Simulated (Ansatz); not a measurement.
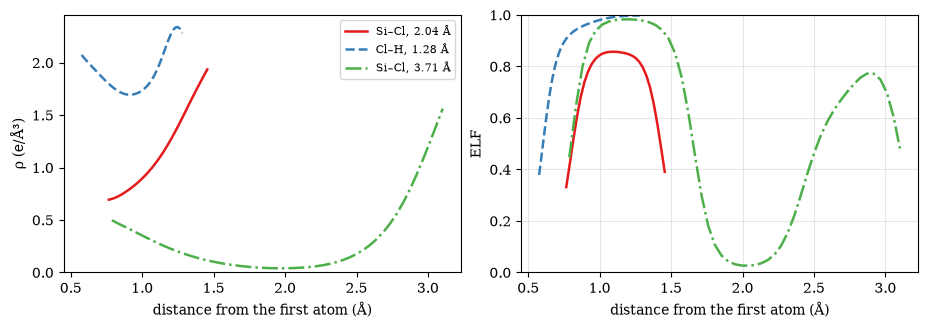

*HCl···Cl$_{3}$Si (doublet). Total electron density and electron localisation function along straight lines between neighbouring atoms. The curves leave out the atomic cores.*

The product side of a reaction path; geometry: PBE0-D4/def2-TZVP.

Method: Ansatz 0.2.0, UKS PBE0-D4/def2-TZVPP.

```xyz
6

Cl   -1.1143    0.2282    2.3355
Si    0.4743   -0.0951   -0.9965
Cl    1.7196   -1.7142   -0.9991
Cl   -0.9674   -0.3438   -2.4219
Cl    1.5512    1.5917   -1.4055
H    -1.6635    0.3330    3.4875
```

Compare the contacts.

Answer. Si–Cl (2.04 Å): the density is about 0.93 e/Å³ at the midpoint; the ELF peaks at about 0.85 between the atoms, as expected for a shared but strongly polarised pair.
Cl–H (1.28 Å): ρ is about 2 e/Å³ halfway; the ELF climbs to about 1 towards the hydrogen, as it does in any bond to H.
Si2···Cl1 (3.71 Å): the density falls to about 0.04 e/Å³ on the way; the ELF dips to about 0 between them (a weak contact between the two molecules).
